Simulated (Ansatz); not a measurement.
# One shape, several levels: doublet [SiH2F2]+

We compute a comparison of 6 runs (UB3LYP/6-31G*, U-r2SCAN0/aug-cc-pVDZ, U-wB97X/aug-cc-pVDZ, UB3LYP/aug-cc-pVDZ, UHSE06/aug-cc-pVDZ) of doublet [SiH2F2]+. 

Program for the calculation: Ansatz 0.2.0.

53 further runs of the same task are left out: 53 set aside as unsound or not needed.

### Step 1. The system as given

The species is [SiH2F2]+ (5 atoms), meant as a doublet with charge +1. SMILES of the parent species: `F[SiH2]F`. Geometry: relaxed at PBE0-D4/def2-TZVP. That shape belongs to the parent species and isn't relaxed for this state.

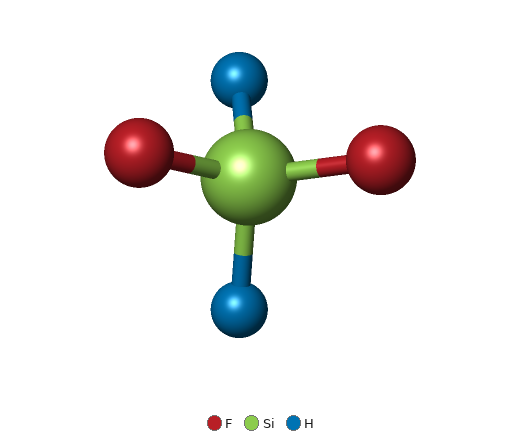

Viewed from a chosen angle; fluorine red, silicon green, hydrogen blue.

### Step 2. The energy at UB3LYP/6-31G(d) (spherical functions) (run 1)

File run.yaml:

```yaml
basis:
  gaussian:
    orbitals: 6-31G_st_-spherical.json
crystal:
  periodic: [false, false, false]
  atoms:
    - {symbol: F, position_ang: [-1.079010, 0.538200, 0.980720]}
    - {symbol: Si, position_ang: [-0.005220, -0.000540, -0.054090]}
    - {symbol: F, position_ang: [1.247630, -0.520590, 0.766910]}
    - {symbol: H, position_ang: [-0.590470, -1.138740, -0.786300]}
    - {symbol: H, position_ang: [0.427070, 1.121680, -0.907250]}
total_charge: 1
magnetization:
  spin_polarized: true
  initial_magnetization: 1
hamiltonian:
  xc: {name: B3LYP}
accuracy: high
output: {orbitals: {seedname: orbitals}}
```

The basis set 6-31G* is read from a file made from the Basis Set Exchange's data (not shown).

Started as:

```bash
$ ansatz run run.yaml --threads 1 --pin off --max-ram 3480MiB --events-out events.jsonl --progress --plain --runs-dir runs
```

What it wrote:

```text
Warning: RAYON_NUM_THREADS=1 ignored (pool sized by the plan → 1); use --threads N
Functional definition: B3LYP
  name "B3LYP"
  parameter a0 = 0.2
  parameter ax = 0.72
  parameter ac = 0.81
  exchange = (1 - a0 - ax)*slater_x + ax*b88_x + a0*exact_x
  correlation = (1 - ac)*vwn_rpa_c + ac*lyp_c
1042 factors; integrals over basis functions are off by at most 3.0e-9 eV
mean field evaluation 1: about -13321.4630 eV, gradient 6.3e1 eV
mean field evaluation 2: about -13264.1376 eV, gradient 1.4e2 eV
mean field evaluation 4: about -13334.0905 eV, gradient 4.7e0 eV
mean field evaluation 8: about -13334.2953 eV, gradient 1.6e-1 eV
mean field evaluation 16: about -13334.2954 eV, gradient 6.7e-5 eV
mean field -13334.29538557 eV, -490.0263171098 hartree, gradient 4.0e-8 eV, S^2 0.758738; 0 other end points of the search recorded, 0 dependent functions left out
reference -13334.29541824 eV, -490.0263183102 hartree; 17, 16 occupied and 33, 34 virtual orbitals, 1042 factors
Total energy: -13334.29541824 eV, -490.0263183102 hartree
```

Run time: 2.5 s. Hardware: 1 thread of Intel Xeon 6975P-C (Granite Rapids), shared host; peak memory 0.2 GiB.

### Step 3. A single-point energy at UB3LYP/6-31G(d) (Cartesian functions) (run 2)

File input.yaml:

```yaml
crystal:
  periodic: [false, false, false]
  atoms:
    - {symbol: F, position_ang: [-1.079010, 0.538200, 0.980720]}
    - {symbol: Si, position_ang: [-0.005220, -0.000540, -0.054090]}
    - {symbol: F, position_ang: [1.247630, -0.520590, 0.766910]}
    - {symbol: H, position_ang: [-0.590470, -1.138740, -0.786300]}
    - {symbol: H, position_ang: [0.427070, 1.121680, -0.907250]}
basis:
  gaussian:
    orbitals: "6-31G*"
total_charge: 1
magnetization:
  spin_polarized: true
  initial_magnetization: 1
hamiltonian:
  xc: {name: B3LYP}
accuracy: high
output:
  orbitals: {seedname: orbitals}
```

Started as:

```bash
$ ansatz run input.yaml --threads 1 --pin off --max-ram 3480MiB --events-out events.jsonl --progress --plain --runs-dir runs
```

What it wrote:

```text
Warning: RAYON_NUM_THREADS=1 ignored (pool sized by the plan → 1); use --threads N
[... 7 set-up lines as earlier in the session ...]
1080 factors; integrals over basis functions are off by at most 2.8e-9 eV
mean field evaluation 1: about -13321.6369 eV, gradient 6.3e1 eV
mean field evaluation 2: about -13263.7290 eV, gradient 1.4e2 eV
mean field evaluation 4: about -13334.2407 eV, gradient 4.8e0 eV
mean field evaluation 8: about -13334.4155 eV, gradient 9.9e-2 eV
mean field evaluation 16: about -13334.4156 eV, gradient 2.1e-5 eV
mean field -13334.41557358 eV, -490.0307339374 hartree, gradient 9.5e-8 eV, S^2 0.758735; 0 other end points of the search recorded, 0 dependent functions left out
reference -13334.41560623 eV, -490.0307351374 hartree; 17, 16 occupied and 36, 37 virtual orbitals, 1080 factors
Total energy: -13334.41560623 eV, -490.0307351374 hartree
```

Wall time 2.4 s (1 thread of Intel Xeon 6975P-C (Granite Rapids), shared host); peak memory 0.2 GiB.

Runs 3 to 5 aren't shown in full; the table further down has their settings and results.

### Step 4. A single-point energy at UHSE06/aug-cc-pVDZ (run 6)

File molecule.yaml:

```yaml
crystal:
  periodic: [false, false, false]
  atoms:
    - symbol: F
      position_ang: [-1.079010, 0.538200, 0.980720]
    - symbol: Si
      position_ang: [-0.005220, -0.000540, -0.054090]
    - symbol: F
      position_ang: [1.247630, -0.520590, 0.766910]
    - symbol: H
      position_ang: [-0.590470, -1.138740, -0.786300]
    - symbol: H
      position_ang: [0.427070, 1.121680, -0.907250]
basis:
  gaussian: {orbitals: aug-cc-pVDZ}
accuracy: high
output: {orbitals: {seedname: orbitals}}
total_charge: 1
hamiltonian: {xc: hse06}
magnetization: {spin_polarized: true, initial_magnetization: 1}
```

Started as:

```bash
$ ansatz run molecule.yaml --threads 1 --pin off --max-ram 3480MiB --events-out events.jsonl --progress --plain --runs-dir runs
```

What it wrote:

```text
Warning: RAYON_NUM_THREADS=1 ignored (pool sized by the plan → 1); use --threads N
Functional definition: HSE06
  name "HSE06"
  parameter a = 0.25
  parameter omega = 0.11/bohr
  exchange = pbe_x - a*pbe_x_sr(omega) + a*exact_x_sr(omega)
  correlation = pbe_c
1837 factors; integrals over basis functions are off by at most 3.7e-9 eV
120 factors; integrals over basis functions are off by at most 2.2e-9 eV
mean field evaluation 1: about -13312.9228 eV, gradient 6.3e1 eV
mean field evaluation 2: about -13247.0555 eV, gradient 1.5e2 eV
mean field evaluation 4: about -13325.7198 eV, gradient 4.5e0 eV
mean field evaluation 8: about -13325.8816 eV, gradient 2.4e-1 eV
mean field evaluation 16: about -13325.8820 eV, gradient 9.1e-5 eV
mean field -13325.88201021 eV, -489.7171312680 hartree, gradient 1.9e-8 eV, S^2 0.761074; 0 other end points of the search recorded, 0 dependent functions left out
reference -13325.88201581 eV, -489.7171314737 hartree; 17, 16 occupied and 74, 75 virtual orbitals, 1837 factors
Total energy: -13325.88201581 eV, -489.7171314737 hartree
```

Run time: 6 s. Hardware: 1 thread of Intel Xeon 6975P-C (Granite Rapids), shared host; peak memory 0.39 GiB.

### Step 5. Overview of the runs

| run | level | Cartesian functions | energy (Eh) | HOMO energy (eV) | LUMO energy (eV) | ⟨S²⟩ | wall time |
| --- | --- | --- | --- | --- | --- | --- | --- |
| 1 | UB3LYP/6-31G* (spherical functions) | no | -490.026318 | -18.56 | -15.47 | 0.759 | 2.5 s |
| 2 | UB3LYP/6-31G* (Cartesian functions) | yes | -490.030735 | -18.56 | -15.47 | 0.759 | 2.4 s |
| 3 | U-r2SCAN0/aug-cc-pVDZ | no | -489.904587 | -19.28 | -15.21 | 0.769 | 9.3 s |
| 4 | U-wB97X/aug-cc-pVDZ | no | -489.988495 | -21.39 | -13.34 | 0.761 | 20 s |
| 5 | UB3LYP/aug-cc-pVDZ | no | -490.066816 | -18.69 | -15.52 | 0.760 | 5.7 s |
| 6 | UHSE06/aug-cc-pVDZ | no | -489.717131 | -18.55 | -15.66 | 0.761 | 6 s |

### Step 6. Results

| quantity | value |
| --- | --- |
| run 6: total energy | -489.71713 Eh |
| run 6: HOMO energy (highest over α and β) | -18.55 eV |
| run 6: LUMO energy (lowest over α and β) | -15.66 eV |
| run 6: ⟨S²⟩ | 0.761 |

In words: Totals of different functionals can't be ranked against each other. All runs together took 46 s, the longest 20 s.
